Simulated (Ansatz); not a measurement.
# Te, response to strain

Take Te (space group P3_121, No. 152; a = 4.521 Å, c = 5.955 Å; made of chains) as the base. Axes: x lies along a and z along c of the hexagonal cell.

Strains are applied to the cell and any free atomic positions relax; under biaxial strain the out-of-plane vector relaxes too.

The values are results of Ansatz (a first-principles code) PBE, no spin-orbit coupling, earlier PAW set, not measurements.

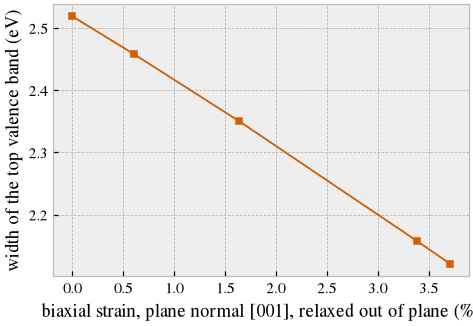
Figure: Width of the top valence band against biaxial strain, plane normal [001], relaxed out of plane

| biaxial strain, plane normal [001], relaxed out of plane (%) | width of the top valence band |
|---|---|
| 0.61 | 2.46 eV |
| 1.64 | 2.35 eV |
| 3.38 | 2.16 eV |
| 3.71 | 2.12 eV |

Spin-orbit coupling, missing from the scalar runs, can matter with Te. The levels and masses belong to the bands next to the band gap. Whether these cells are dynamically stable was not tested. No dispersion term is included, though the crystal is made of layers, chains or molecules, so its spacings can come out too wide.
